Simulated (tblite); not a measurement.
# Geometry relaxation of Ga2As2H8O (part 1 of 2)

The run: geometry relaxation of Ga2As2H8O, SMILES O[AsH+]1[GaH2-][AsH2+][GaH2-]1. Method and program: GFN1-xTB geometry optimisation, gas phase (tblite 0.8.0).

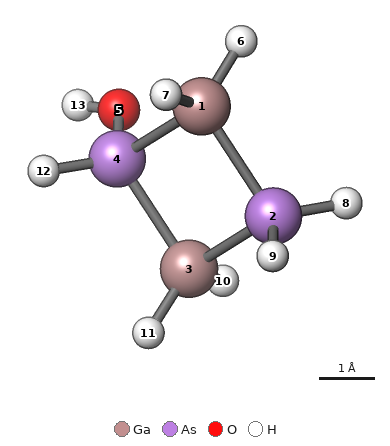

Figure 1. The input geometry (ball-and-stick view, seen at a tilt; atoms are numbered from 1 in the order of the input). Sticks mark near contacts.

Input file:
```
{"job": {"kind": "relax", "xc": "GFN1-xTB", "basis": "xTB"}, "charge": 0, "multiplicity": 1}
Ga     0.808307     1.331504    -1.183032
As    -1.018559     1.440178     0.381812
Ga    -1.300486    -0.966138     0.254065
As     0.524727    -1.063485    -1.319135
O      1.969642    -1.963304    -0.600829
H      2.141682     1.685824    -0.538074
H      0.488654     2.006671    -2.507843
H     -0.574091     1.878935     1.725213
H     -2.197612     2.183460    -0.196414
H     -0.994632    -1.647909     1.545164
H     -2.619772    -1.322931    -0.410557
H      0.097549    -1.514377    -2.668462
H      2.285051    -2.838953    -0.884499
```

The first line tells a small driver script what to run in tblite; the rest is the geometry in Å.

Run as:
```bash
OMP_NUM_THREADS=1 python <driver script> task.json out
```

The program's output:
```
step      E/eV     max force
  0    -446.54117    1.141
  1    -446.64204    1.010
  2    -446.91497    1.399
  3    -447.07971    1.181
  4    -447.16786    0.869
  5    -447.22596    0.502
  6    -447.24758    0.285
  7    -447.25873    0.279
  8    -447.27680    0.456
  9    -447.29401    0.484
 10    -447.31223    0.359
 11    -447.32400    0.248
 12    -447.33014    0.179
 13    -447.33229    0.115
 14    -447.33326    0.094
 15    -447.33437    0.093
 16    -447.33567    0.099
 17    -447.33677    0.100
 18    -447.33761    0.097
 19    -447.33841    0.091
 20    -447.33939    0.087
 21    -447.34060    0.101
 22    -447.34189    0.121
 23    -447.34317    0.131
 24    -447.34458    0.127
 25    -447.34627    0.112
 26    -447.34807    0.114
 27    -447.34974    0.110
 28    -447.35107    0.103
 29    -447.35178    0.145
 30    -447.35172    0.332
 31    -447.35338    0.083
 32    -447.35428    0.073
 33    -447.35770    0.129
 34    -447.35903    0.095
 35    -447.36019    0.123
 36    -447.36016    0.201
 37    -447.36077    0.037
 38    -447.36100    0.073
 39    -447.36155    0.124
 40    -447.36190    0.104
 41    -447.36234    0.066
 42    -447.36283    0.077
 43    -447.36343    0.074
 44    -447.36392    0.058
 45    -447.36421    0.071
 46    -447.36443    0.106
 47    -447.36469    0.039
 48    -447.36488    0.040
 49    -447.36504    0.055
 50    -447.36534    0.065
 51    -447.36573    0.059
 52    -447.36617    0.043
 53    -447.36659    0.054
 54    -447.36704    0.064
 55    -447.36764    0.065
 56    -447.36833    0.050
 57    -447.36839    0.280
 58    -447.36929    0.045
 59    -447.36955    0.040
 60    -447.36991    0.048
 61    -447.37027    0.048
 62    -447.37103    0.054
 63    -447.37204    0.050
 64    -447.37326    0.065
 65    -447.37438    0.077
 66    -447.37521    0.065
 67    -447.37566    0.086
 68    -447.37591    0.042
 69    -447.37624    0.063
 70    -447.37674    0.100
 71    -447.37735    0.117
 72    -447.37793    0.102
 73    -447.37842    0.061
 74    -447.37871    0.038
 75    -447.37892    0.036
 76    -447.37914    0.040
 77    -447.37947    0.058
 78    -447.37986    0.058
 79    -447.38017    0.035
 80    -447.38036    0.050
 81    -447.38056    0.048
 82    -447.38087    0.073
 83    -447.38129    0.097
 84    -447.38167    0.060
 85    -447.38188    0.051
 86    -447.38199    0.029
 87    -447.38207    0.036
 88    -447.38218    0.036
 89    -447.38229    0.031
 90    -447.38239    0.023
 91    -447.38249    0.021
 92    -447.38259    0.023
 93    -447.38268    0.031
 94    -447.38280    0.034
 95    -447.38296    0.040
 96    -447.38311    0.036
 97    -447.38324    0.032
 98    -447.38334    0.033
 99    -447.38345    0.030
100    -447.38360    0.042
101    -447.38382    0.047
102    -447.38407    0.044
103    -447.38429    0.050
104    -447.38449    0.042
105    -447.38471    0.039
106    -447.38492    0.039
107    -447.38510    0.033
108    -447.38523    0.043
109    -447.38533    0.031
110    -447.38543    0.029
111    -447.38554    0.029
112    -447.38568    0.034
113    -447.38587    0.038
114    -447.38607    0.034
115    -447.38626    0.033
116    -447.38641    0.031
117    -447.38652    0.037
118    -447.38660    0.041
119    -447.38667    0.030
120    -447.38673    0.022
121    -447.38679    0.022
122    -447.38686    0.035
123    -447.38695    0.052
124    -447.38709    0.062
125    -447.38727    0.058
126    -447.38744    0.039
127    -447.38757    0.025
128    -447.38766    0.026
129    -447.38774    0.032
130    -447.38784    0.038
131    -447.38797    0.043
132    -447.38812    0.045
133    -447.38833    0.043
134    -447.38861    0.052
135    -447.38896    0.052
136    -447.38927    0.057
137    -447.38954    0.054
138    -447.38979    0.050
139    -447.39010    0.052
140    -447.39046    0.066
141    -447.39074    0.063
142    -447.39098    0.045
143    -447.39113    0.040
144    -447.39120    0.043
145    -447.39128    0.023
146    -447.39134    0.015
147    -447.39140    0.016
148    -447.39146    0.024
149    -447.39153    0.030
150    -447.39160    0.024
151    -447.39165    0.012
152    -447.39166    0.008
153    -447.39167    0.008
154    -447.39168    0.008
```

Trajectory as extended XYZ (Å, eV, eV/Å), 27 frames, from step=0 to step=154:
```
13
Properties=species:S:1:pos:R:3:forces:R:3 step=0 energy=-446.54117
Ga    0.8083    1.3315   -1.1830    0.4810   0.3310  -0.1120
As   -1.0186    1.4402    0.3818    0.0130  -0.4820  -0.5070
Ga   -1.3005   -0.9661    0.2541   -0.3450  -0.0570  -0.1710
As    0.5247   -1.0635   -1.3191   -0.0840   0.2140   0.4350
O     1.9696   -1.9633   -0.6008    0.0590  -0.7240  -0.8800
H     2.1417    1.6858   -0.5381    0.5130   0.1970   0.2300
H     0.4887    2.0067   -2.5078   -0.1520   0.2980  -0.5620
H    -0.5741    1.8789    1.7252   -0.7480   0.6160  -0.1790
H    -2.1976    2.1835   -0.1964    0.4070   0.2470   0.9940
H    -0.9946   -1.6479    1.5452    0.2210  -0.5060   0.9690
H    -2.6198   -1.3229   -0.4106   -0.6400  -0.1540  -0.2880
H     0.0975   -1.5144   -2.6685    0.5630  -0.6000  -0.1280
H     2.2851   -2.8390   -0.8845   -0.2880   0.6190   0.2000
13
Properties=species:S:1:pos:R:3:forces:R:3 step=6 energy=-447.24758
Ga    0.9273    1.4252   -1.2498   -0.0220  -0.1140   0.0390
As   -0.9852    1.3788    0.3334   -0.0740  -0.0110  -0.0950
Ga   -1.4045   -1.0747    0.3120   -0.0120   0.0190  -0.0560
As    0.4924   -1.0393   -1.3050    0.0290  -0.0170   0.1350
O     1.9629   -1.9643   -0.7525    0.2390   0.0360  -0.0560
H     2.2579    1.7442   -0.4982   -0.0640   0.0800  -0.1860
H     0.4785    2.0667   -2.6030    0.1700   0.0670   0.0800
H    -0.7704    2.0085    1.6377    0.0250   0.1140   0.2320
H    -2.1277    2.2630    0.0361   -0.0690   0.0500  -0.0110
H    -0.9834   -1.7230    1.6751   -0.1850  -0.0190  -0.1630
H    -2.7491   -1.3630   -0.4519    0.0970  -0.0750   0.2410
H     0.2589   -1.6469   -2.6396    0.1390  -0.1770  -0.0830
H     2.2530   -2.8657   -0.8968   -0.2710   0.0480  -0.0760
13
Properties=species:S:1:pos:R:3:forces:R:3 step=12 energy=-447.33014
Ga    0.9261    1.3945   -1.2507   -0.0400   0.0290  -0.0170
As   -1.0032    1.3964    0.3462    0.0480   0.0730   0.0760
Ga   -1.4075   -1.0656    0.3034    0.0250   0.0360   0.1340
As    0.5125   -1.0652   -1.2934    0.0170   0.0400  -0.1740
O     2.0380   -1.9262   -0.7997    0.0030   0.0010  -0.0440
H     2.2611    1.7871   -0.5603    0.0220  -0.0050   0.0090
H     0.5450    2.1030   -2.5884    0.0020  -0.0030   0.0060
H    -0.7962    2.0444    1.6669    0.0170  -0.1010  -0.0660
H    -2.1460    2.2915    0.0610   -0.0250  -0.0390  -0.0530
H    -1.0495   -1.7534    1.6529   -0.0070  -0.0150   0.0060
H    -2.7598   -1.4083   -0.3802   -0.0490  -0.0320  -0.0470
H     0.3475   -1.7209   -2.6305    0.0400   0.0430   0.1140
H     2.1425   -2.8681   -0.9300   -0.0520  -0.0280   0.0550
13
Properties=species:S:1:pos:R:3:forces:R:3 step=18 energy=-447.33761
Ga    0.9241    1.4048   -1.2527    0.0380   0.0140  -0.0340
As   -0.9948    1.4039    0.3445   -0.0060  -0.0120   0.0290
Ga   -1.4106   -1.0507    0.3221    0.0240  -0.0090  -0.0330
As    0.5164   -1.0481   -1.3063   -0.0150  -0.0910   0.0290
O     2.0416   -1.9224   -0.8208    0.0060   0.0040  -0.0150
H     2.2625    1.7864   -0.5639    0.0180   0.0100   0.0180
H     0.5470    2.1091   -2.5891   -0.0190   0.0330  -0.0200
H    -0.7898    2.0263    1.6716   -0.0170  -0.0150  -0.0270
H    -2.1521    2.2774    0.0476    0.0090  -0.0200   0.0130
H    -1.0535   -1.7636    1.6599    0.0030   0.0090  -0.0030
H    -2.7579   -1.4166   -0.3805    0.0320   0.0090   0.0120
H     0.3635   -1.7239   -2.6248   -0.0200   0.0390  -0.0260
H     2.1142   -2.8731   -0.9101   -0.0520   0.0290   0.0590
13
Properties=species:S:1:pos:R:3:forces:R:3 step=24 energy=-447.34458
Ga    0.9402    1.4115   -1.2746    0.0180  -0.0720   0.0050
As   -0.9800    1.3961    0.3398    0.0020   0.0030  -0.0440
Ga   -1.3979   -1.0433    0.3322   -0.0370  -0.0060  -0.0560
As    0.5110   -1.0531   -1.3105    0.0650   0.1090  -0.0010
O     2.0472   -1.9153   -0.8494   -0.0200  -0.0520  -0.0230
H     2.2722    1.7894   -0.5560   -0.0580   0.0050  -0.0620
H     0.5343    2.1355   -2.5991    0.0370  -0.0120   0.0600
H    -0.7909    1.9985    1.6730   -0.0290   0.0490   0.0350
H    -2.1553    2.2438    0.0397    0.0070  -0.0040   0.0480
H    -1.0497   -1.7647    1.6633    0.0360  -0.0190   0.0270
H    -2.7351   -1.4182   -0.3809    0.0020  -0.0050   0.0020
H     0.3579   -1.6979   -2.6419   -0.0300  -0.0190  -0.0550
H     2.0566   -2.8728   -0.8381    0.0070   0.0240   0.0650
13
Properties=species:S:1:pos:R:3:forces:R:3 step=30 energy=-447.35172
Ga    0.9681    1.3971   -1.3049   -0.1090  -0.0530   0.0620
As   -0.9578    1.3930    0.3340   -0.0020  -0.0030  -0.0010
Ga   -1.3860   -1.0384    0.3299    0.0620   0.0110   0.0750
As    0.5232   -1.0413   -1.3325   -0.1080   0.0020  -0.0670
O     2.0461   -1.9246   -0.9000    0.0240  -0.3270   0.0500
H     2.2684    1.8007   -0.5749    0.1180   0.0320   0.0390
H     0.5388    2.1649   -2.5841   -0.0070   0.0130  -0.0680
H    -0.8116    1.9842    1.6785    0.0140   0.0300   0.0450
H    -2.1616    2.2031    0.0554   -0.0330   0.0280  -0.0140
H    -1.0271   -1.7717    1.6654    0.0200   0.0190  -0.1070
H    -2.7132   -1.4290   -0.3835   -0.0470  -0.0290  -0.0250
H     0.3404   -1.6627   -2.6789    0.0100   0.0150   0.0200
H     1.9828   -2.8658   -0.7070    0.0580   0.2630  -0.0070
13
Properties=species:S:1:pos:R:3:forces:R:3 step=36 energy=-447.36016
Ga    0.9634    1.3920   -1.2931    0.0170   0.0010  -0.0270
As   -0.9585    1.4014    0.3459   -0.0110  -0.0240   0.0350
Ga   -1.3848   -1.0294    0.3235    0.0160  -0.0160   0.0150
As    0.5086   -1.0490   -1.3509    0.0110   0.0020  -0.0310
O     2.0295   -1.9570   -0.9355    0.0240   0.1870  -0.0690
H     2.2855    1.8092   -0.5897    0.0020  -0.0200   0.0270
H     0.5474    2.1658   -2.5817   -0.0220  -0.0180  -0.0050
H    -0.8198    1.9974    1.6930    0.0070  -0.0110  -0.0130
H    -2.1735    2.1956    0.0656   -0.0010   0.0280  -0.0230
H    -0.9861   -1.7785    1.6324    0.0070  -0.0070  -0.0340
H    -2.7087   -1.4424   -0.3904   -0.0230   0.0120   0.0190
H     0.3281   -1.6428   -2.7091    0.0110   0.0110   0.0320
H     1.9793   -2.8528   -0.6126   -0.0380  -0.1450   0.0750
13
Properties=species:S:1:pos:R:3:forces:R:3 step=42 energy=-447.36283
Ga    0.9721    1.3904   -1.3002   -0.0330   0.0150   0.0260
As   -0.9615    1.3958    0.3534    0.0540   0.0380  -0.0390
Ga   -1.3816   -1.0310    0.3197    0.0230  -0.0150  -0.0110
As    0.5103   -1.0422   -1.3627   -0.0260  -0.0180   0.0020
O     2.0250   -1.9626   -0.9554    0.0090   0.0000   0.0190
H     2.2911    1.8023   -0.5846   -0.0180  -0.0100  -0.0030
H     0.5389    2.1632   -2.5846    0.0020  -0.0060   0.0150
H    -0.8218    1.9953    1.6992   -0.0140  -0.0140  -0.0160
H    -2.1726    2.1967    0.0603    0.0240  -0.0040   0.0080
H    -0.9631   -1.7917    1.6124    0.0120  -0.0180   0.0040
H    -2.7118   -1.4418   -0.3809   -0.0260   0.0020   0.0030
H     0.3298   -1.6330   -2.7185    0.0020   0.0010  -0.0130
H     1.9556   -2.8321   -0.5607   -0.0100   0.0300   0.0040
13
Properties=species:S:1:pos:R:3:forces:R:3 step=48 energy=-447.36488
Ga    0.9695    1.3909   -1.2968   -0.0050   0.0090  -0.0040
As   -0.9516    1.3983    0.3518   -0.0080  -0.0340   0.0030
Ga   -1.3743   -1.0365    0.3098    0.0080   0.0070   0.0050
As    0.5067   -1.0399   -1.3758   -0.0140   0.0030  -0.0190
O     2.0170   -1.9672   -0.9670   -0.0200  -0.0160   0.0310
H     2.2906    1.7914   -0.5815   -0.0030   0.0020  -0.0090
H     0.5313    2.1577   -2.5819    0.0100   0.0150   0.0120
H    -0.8263    1.9905    1.7009    0.0040   0.0010  -0.0010
H    -2.1629    2.1973    0.0564    0.0180  -0.0050  -0.0020
H    -0.9333   -1.8094    1.5902   -0.0050   0.0040  -0.0010
H    -2.7202   -1.4387   -0.3688   -0.0030   0.0010   0.0060
H     0.3296   -1.6229   -2.7344    0.0100  -0.0170  -0.0150
H     1.9345   -2.8020   -0.5055    0.0090   0.0290  -0.0070
13
Properties=species:S:1:pos:R:3:forces:R:3 step=54 energy=-447.36704
Ga    0.9597    1.3961   -1.2917    0.0120  -0.0210  -0.0100
As   -0.9435    1.3790    0.3596    0.0180   0.0470   0.0110
Ga   -1.3657   -1.0469    0.2978   -0.0320  -0.0510  -0.0220
As    0.4894   -1.0363   -1.4129    0.0140  -0.0060  -0.0010
O     1.9906   -1.9621   -0.9637   -0.0170   0.0310   0.0060
H     2.2899    1.7795   -0.5874    0.0250  -0.0080   0.0010
H     0.5311    2.1710   -2.5714   -0.0150   0.0450  -0.0180
H    -0.8269    1.9853    1.7005    0.0260   0.0040   0.0370
H    -2.1344    2.1974    0.0475   -0.0340  -0.0110  -0.0190
H    -0.8998   -1.8320    1.5600    0.0110   0.0020   0.0170
H    -2.7349   -1.4336   -0.3401   -0.0070  -0.0050  -0.0100
H     0.3463   -1.6350   -2.7689    0.0070  -0.0210   0.0030
H     1.9085   -2.7530   -0.4318   -0.0090  -0.0060   0.0060
13
Properties=species:S:1:pos:R:3:forces:R:3 step=60 energy=-447.36991
Ga    0.9576    1.4001   -1.3003    0.0120   0.0080  -0.0080
As   -0.9297    1.3684    0.3677    0.0050   0.0020   0.0190
Ga   -1.3634   -1.0665    0.2867    0.0040   0.0280  -0.0070
As    0.4748   -1.0341   -1.4475   -0.0200   0.0100   0.0060
O     1.9667   -1.9440   -0.9482    0.0060  -0.0130   0.0460
H     2.2962    1.7668   -0.5971    0.0090  -0.0340  -0.0200
H     0.5297    2.2092   -2.5632   -0.0090   0.0030   0.0130
H    -0.8168    1.9778    1.7109   -0.0020   0.0050  -0.0190
H    -2.1178    2.1859    0.0334   -0.0110  -0.0150   0.0220
H    -0.8809   -1.8482    1.5480    0.0150   0.0020  -0.0260
H    -2.7511   -1.4342   -0.3184   -0.0090  -0.0130  -0.0220
H     0.3725   -1.6626   -2.7944   -0.0040  -0.0090   0.0150
H     1.8725   -2.7092   -0.3803    0.0040   0.0250  -0.0190
13
Properties=species:S:1:pos:R:3:forces:R:3 step=66 energy=-447.37521
Ga    0.9566    1.4066   -1.3202   -0.0080  -0.0310   0.0150
As   -0.8968    1.3489    0.3882   -0.0140  -0.0010  -0.0400
Ga   -1.3666   -1.0747    0.2522   -0.0010  -0.0110   0.0170
As    0.4392   -1.0233   -1.5059    0.0070  -0.0100  -0.0030
O     1.9184   -1.8894   -0.8904   -0.0360   0.0430   0.0010
H     2.3257    1.6905   -0.6405    0.0090  -0.0070  -0.0140
H     0.5108    2.2820   -2.5295    0.0010  -0.0160  -0.0110
H    -0.8005    1.9777    1.7207   -0.0120  -0.0030   0.0310
H    -2.0950    2.1447    0.0384   -0.0020   0.0190   0.0080
H    -0.8156   -1.8773    1.4721   -0.0110  -0.0300  -0.0030
H    -2.7810   -1.4456   -0.2980    0.0530   0.0380   0.0030
H     0.4121   -1.7224   -2.8208    0.0140  -0.0010   0.0090
H     1.8032   -2.6083   -0.2689    0.0000   0.0100  -0.0130
```
